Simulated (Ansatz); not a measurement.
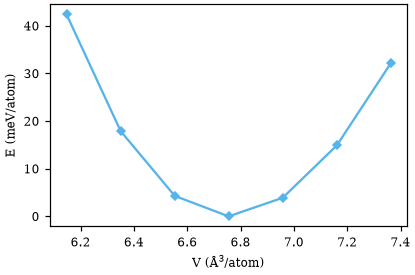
Figure. Be3N2 in space group R3m (No. 160; Pearson symbol hR5) under volume change, PBEsol (plane waves, PAW; program Ansatz), shape and atoms relaxed at each volume.

**Question.** What does a third-order Birch–Murnaghan fit give for V₀, B₀ and B′?

**Answer.** V₀ = 6.76 Å³/atom, B₀ = 215 GPa, B′ = 3.6.

The first step of the workflow began from a Materials Project structure, measured or hypothetical; the Crystallography Open Database copy checked does not list it. COD files the formula under space group No. 206. Its standing as an ambient phase is unchecked. The PBEsol relaxation kept the symmetry of its start; whether a distortion lowers the energy is not shown.

Potentials: the later of the program's two PAW sets.
